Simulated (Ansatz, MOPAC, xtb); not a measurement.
SiAsNH6 (SMILES N[AsH][SiH3]): methods side by side

The runs start from one conformer, not always the lowest.

SiAsNH6, singlet, SMILES `N[AsH][SiH3]`. Each level relaxes the structure for itself.

Each level gives the highest harmonic wavenumber at each level's own minimum (cm⁻¹). The values are calculated.

```csv
level,kind,program,value (cm⁻¹)
AM1,semi-empirical,MOPAC,3586
MNDO,semi-empirical,MOPAC,3603
PM3,semi-empirical,MOPAC,3557
GFN1-xTB,semi-empirical,xtb,3551
HF/STO-3G,Hartree–Fock,Ansatz,4118
HF/3-21G,Hartree–Fock,Ansatz,3873
HF/6-31G* (Cartesian functions),Hartree–Fock,Ansatz,3851
PBE/def2-SVP,GGA,Ansatz,3512
PBE0-D4/def2-TZVP,global hybrid,Ansatz,3642
B3LYP/6-31G* (Cartesian functions),global hybrid,Ansatz,3584
```

All-electron rows without a relativistic Hamiltonian named are non-relativistic. Harmonic and unscaled. The values span 3512 to 4118 cm⁻¹.

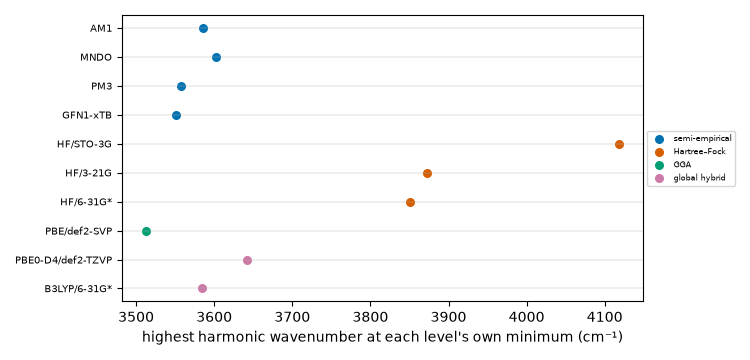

The values of the table, level by level.
